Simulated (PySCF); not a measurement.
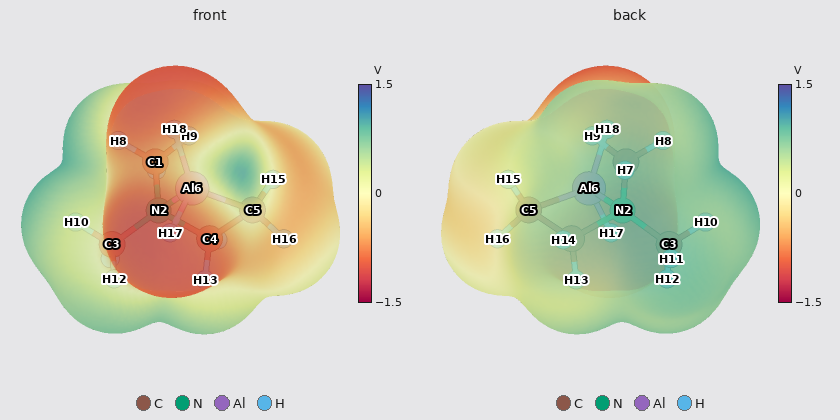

Figure 1: C4H12AlN (SMILES C[N+]1(C)C[CH2][AlH2-]1). The electrostatic potential painted on the density surface at 0.001 e/bohr³, seen from the front and from behind; the colour scale runs from red (negative) to blue (positive).

Geometry: GFN2-xTB.

Level of theory: PySCF, PBE0/pcSseg-1, SCF density, gas phase, non-relativistic.

```xyz
18

C    -0.9643    0.6350   -1.0510
N    -0.4226    0.0050    0.1394
C    -1.4822   -0.5814    0.9415
C     0.6139   -0.9780   -0.2281
C     1.9007   -0.1674   -0.4735
Al    1.1362    1.2258    0.7870
H    -1.4360   -0.0943   -1.7189
H    -1.6985    1.3868   -0.7629
H    -0.1520    1.1385   -1.5773
H    -2.2141    0.1840    1.1971
H    -1.9889   -1.3949    0.4098
H    -1.0555   -0.9673    1.8662
H     0.7584   -1.6337    0.6327
H     0.2855   -1.5937   -1.0754
H     2.0051    0.0600   -1.5417
H     2.7688   -0.7855   -0.2250
H     1.1906    0.8978    2.3114
H     0.7460    2.6696    0.3571
```

### Where is the surface potential most negative and most positive?

The most negative region (about −1.1 V) lies over H17 and H18, the most positive (about +0.9 V) over the Al and H atoms.

### What dipole moment does the calculation give?

Its dipole moment is 3.87 D.
